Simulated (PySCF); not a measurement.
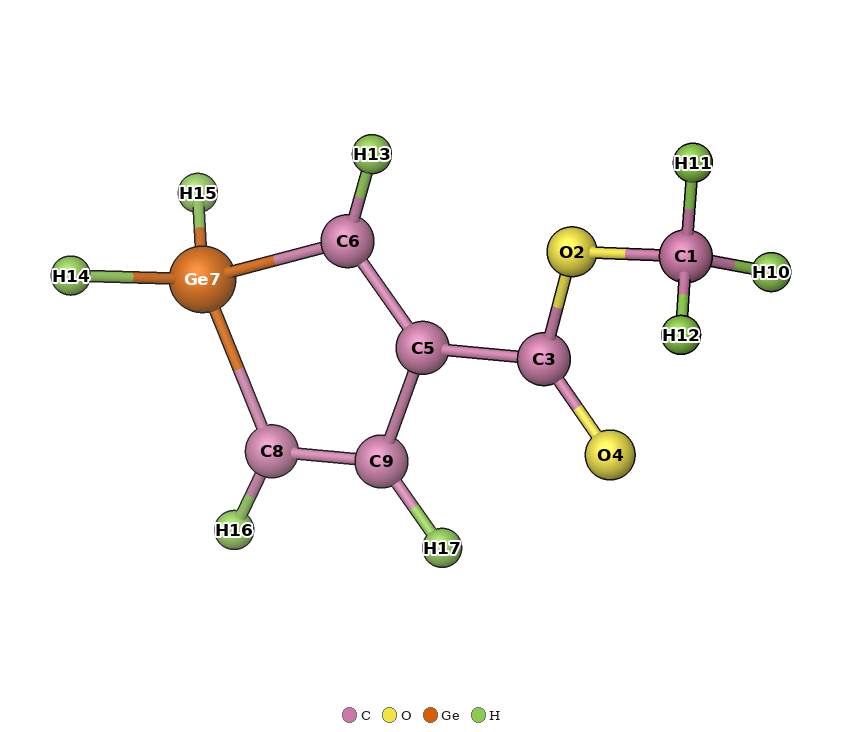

The computed structure is the end point of a PBE0-D3(BJ)/def2-SVP optimisation. No frequency run is at hand to confirm it as a minimum. Properties computed with delta-SCF UKS SCAN, pcX-2 on the ionised atom, pcseg-1 elsewhere, spin-free X2C (PySCF 2.14.0).

Give the core-electron binding energies (to vacuum) of C1 1s, O2 1s, C3 1s, O4 1s, C5 1s, C6 1s, C8 1s, C9 1s.

| atom | level | binding energy (eV) |
| --- | --- | --- |
| C1 | 1s | 292.6 |
| O2 | 1s | 539.3 |
| C3 | 1s | 294.1 |
| O4 | 1s | 537.3 |
| C5 | 1s | 290.8 |
| C6 | 1s | 289.8 |
| C8 | 1s | 289.8 |
| C9 | 1s | 290.5 |
